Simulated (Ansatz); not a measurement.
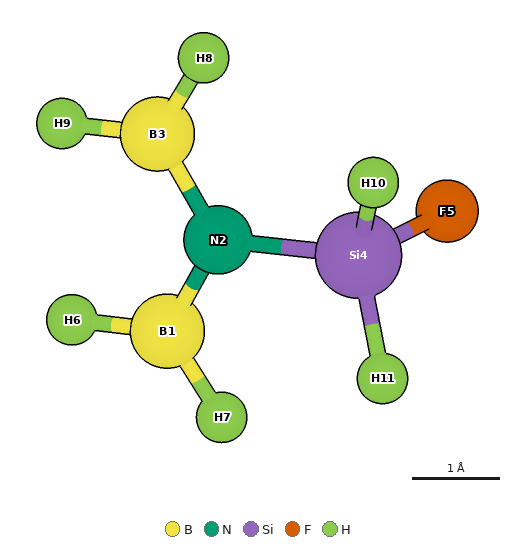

Fig. 1: The structure (ball-and-stick view, seen at a tilt; atoms are numbered from 1 in the order of the input). Bond lengths as drawn: B–H 1.19 to 1.20 Å, B–N 1.43 Å, F–Si 1.60 Å, H–Si 1.48 Å and N–Si 1.75 Å.

**Frequency calculation of B2SiNH6F**

System: B2SiNH6F, SMILES BN(B)[SiH2]F.
Method: RKS PBE0-D4/def2-TZVP (Ansatz 0.2.0).

The geometry comes from this level: PBE0-D4/def2-TZVP. Figures and captions count atoms from 1; the log counts them from 0 in places.

### Input file
```yaml
crystal:
  periodic: [false, false, false]
  atoms:
    - {symbol: B, position_ang: [-0.927703, -0.018190, 1.287213]}
    - {symbol: N, position_ang: [0.031400, -0.167861, 0.236356]}
    - {symbol: B, position_ang: [1.243118, -0.898377, 0.447793]}
    - {symbol: Si, position_ang: [-0.244625, 0.619823, -1.299904]}
    - {symbol: F, position_ang: [0.362000, 2.094359, -1.245800]}
    - {symbol: H, position_ang: [-0.729051, -0.545655, 2.339730]}
    - {symbol: H, position_ang: [-1.913414, 0.633760, 1.092564]}
    - {symbol: H, position_ang: [2.046044, -0.970304, -0.438048]}
    - {symbol: H, position_ang: [1.432761, -1.423299, 1.503096]}
    - {symbol: H, position_ang: [0.461903, -0.119718, -2.365016]}
    - {symbol: H, position_ang: [-1.697234, 0.738463, -1.537482]}
basis:
  gaussian: {orbitals: def2-TZVP}
hamiltonian: {xc: pbe0, dispersion: d4}
phonons: {temperatures: {t_min: 298.15, t_max: 900, t_step: 200}}
```

Launched with:
```bash
ansatz run in.yaml --threads 4 --pin off --events-out ev --progress --plain --max-ram 10444MiB
```

### The program's output
```
Functional definition: PBE0
  name "PBE0"
  cite "Adamo & Barone, J. Chem. Phys. 110, 6158 (1999) doi:10.1063/1.478522"
  cite "Perdew, Burke & Ernzerhof, Phys. Rev. Lett. 77, 3865 (1996) doi:10.1103/PhysRevLett.77.3865"
  parent pbe
  parameter a = 0.25
  parameter kappa = 0.804
  parameter beta = 0.06672455060314922
  exchange = (1 - a)*pbe_x(kappa = kappa, mu = beta*pi^2/3) + a*exact_x
  correlation = pbe_c(beta = beta)
1181 factors; their error is unknown
mean field evaluation 1: about -13524.3218 eV, gradient 6.0e1 eV
mean field evaluation 2: about -13515.8362 eV, gradient 8.6e1 eV
mean field evaluation 4: about -13530.7851 eV, gradient 3.8e0 eV
mean field evaluation 8: about -13530.8102 eV, gradient 2.8e-2 eV
mean field evaluation 16: about -13530.8514 eV, gradient 1.2e-5 eV
mean field -13530.85142850 eV, -497.2496184570 hartree, gradient 1.2e-5 eV, S^2 0.000000; 0 other end points of the search recorded, 0 dependent functions left out
the calculation of the forces begins
reference -13530.85146482 eV, -497.2496197915 hartree; 23, 23 occupied and 174, 174 virtual orbitals, 1181 factors
these checks for a lower state are left out or cut short: stability, starts, cluster_reference, orbital_swaps, neighbouring_geometries, increment
1181 factors; their error is unknown
mean field -13530.85129438 eV, -497.2496135279 hartree, gradient 1.3e-6 eV, S^2 0.000000; 0 other end points of the search recorded, 0 dependent functions left out
[... from here on the field's lines of each further geometry are left out, up to the last ...]
the calculation of the forces begins
reference -13530.85145214 eV, -497.2496193257 hartree; 23, 23 occupied and 174, 174 virtual orbitals, 1181 factors
these checks for a lower state are left out or cut short: stability, starts, cluster_reference, orbital_swaps, neighbouring_geometries, increment
1181 factors; their error is unknown
mean field -13530.85142421 eV, -497.2496182993 hartree, gradient 1.8e-6 eV, S^2 0.000000; 0 other end points of the search recorded, 0 dependent functions left out
the calculation of the forces begins
reference -13530.85146053 eV, -497.2496196339 hartree; 23, 23 occupied and 174, 174 virtual orbitals, 1181 factors
Total energy: -13531.04158743 eV, -497.2566066688 hartree
Atom 0 at    -0.927703    -0.018190     1.287213 Å, force    -0.001670    -0.002189     0.004457 eV/Å
Atom 1 at     0.031400    -0.167861     0.236356 Å, force     0.000927     0.001827    -0.002408 eV/Å
Atom 2 at     1.243118    -0.898377     0.447793 Å, force     0.001424     0.000258    -0.001706 eV/Å
Atom 3 at    -0.244625     0.619823    -1.299904 Å, force    -0.000900    -0.004137    -0.000137 eV/Å
Atom 4 at     0.362000     2.094359    -1.245800 Å, force     0.000899     0.002485     0.000668 eV/Å
Atom 5 at    -0.729051    -0.545655     2.339730 Å, force    -0.000312     0.001025    -0.001602 eV/Å
Atom 6 at    -1.913414     0.633760     1.092564 Å, force     0.000097     0.000754    -0.000919 eV/Å
Atom 7 at     2.046044    -0.970304    -0.438048 Å, force    -0.000237    -0.000344     0.000694 eV/Å
Atom 8 at     1.432761    -1.423299     1.503096 Å, force     0.000178    -0.000402     0.001004 eV/Å
Atom 9 at     0.461903    -0.119718    -2.365016 Å, force     0.000832    -0.000237    -0.000637 eV/Å
Atom 10 at    -1.697234     0.738463    -1.537482 Å, force    -0.001238     0.000959     0.000586 eV/Å
Dipole moment:    -0.113115    -0.188001    -0.099823 e Å
Vibrations: 25.02 170.16 274.37 282.00 344.24 400.83 405.52 668.84 683.64 748.55 877.88 929.88 932.73 957.20 967.07 1036.33 1045.41 1175.94 1215.58 1315.90 1355.42 2273.39 2282.59 2573.37 2588.29 2670.15 2680.05 cm⁻¹, zero-point energy 1.914337 eV
```

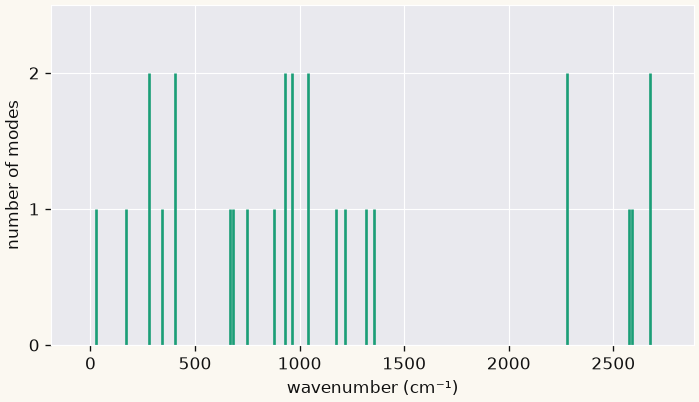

Fig. 2: Harmonic vibrational wavenumbers from the force constants; neighbouring modes closer than 12 cm⁻¹ are counted in one stick. 27 modes from 25 to 2680 cm⁻¹, none imaginary.

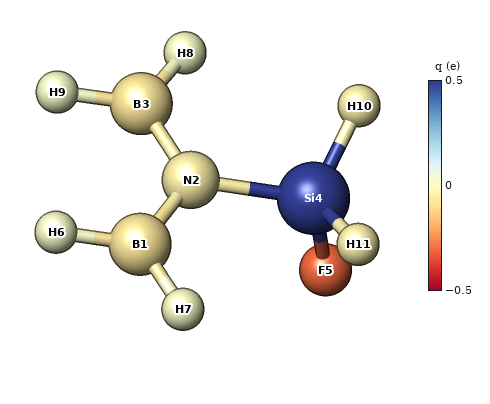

Fig. 3: Mulliken charges, as the colour of each atom (ball-and-stick view, seen at a tilt; atoms are numbered from 1 in the order of the input; Mulliken charges depend strongly on the basis). By element: B −0.07, N −0.04, Si +0.48, F −0.30 and H −0.03 to +0.02 e.

### Summary

```json
{"quantity": "outcome", "value": "converged"}
{"quantity": "total energy", "value": "−13531.0416 eV"}
{"quantity": "mean-field energy", "value": "−13530.8515 eV"}
{"quantity": "dispersion energy", "value": "−0.1901 eV"}
{"quantity": "largest force (length of the vector)", "value": "0.005 eV/Å"}
{"quantity": "dipole moment", "value": "1.16 D"}
{"quantity": "hardware", "value": "4 threads of Arm Neoverse V2, 23 GiB of memory available, shared host"}
{"quantity": "wall time", "value": "2.1 min (CPU time 7.8 min)"}
{"quantity": "peak memory", "value": "0.47 GiB"}
```
